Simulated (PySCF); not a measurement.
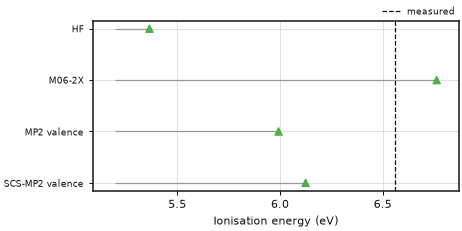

The ionisation energy of an atom or ion with 21 electrons in the configuration [Ar] 3d 4s² by several methods. PySCF, pcseg-2, non-relativistic, unrestricted single determinants, no spin-orbit coupling. Methods marked “valence” freeze 18 core electrons.

**Which atom or ion is it?**

The Sc atom. The values run from 5.36 eV (HF) to 6.76 eV (M06-2X). The measured value is 6.56 eV; nearest to it come M06-2X (+0.20) and SCS-MP2 valence (−0.44), furthest HF (−1.20 eV).

Known limits: spin-orbit shift not estimated; relativistic shift absent.
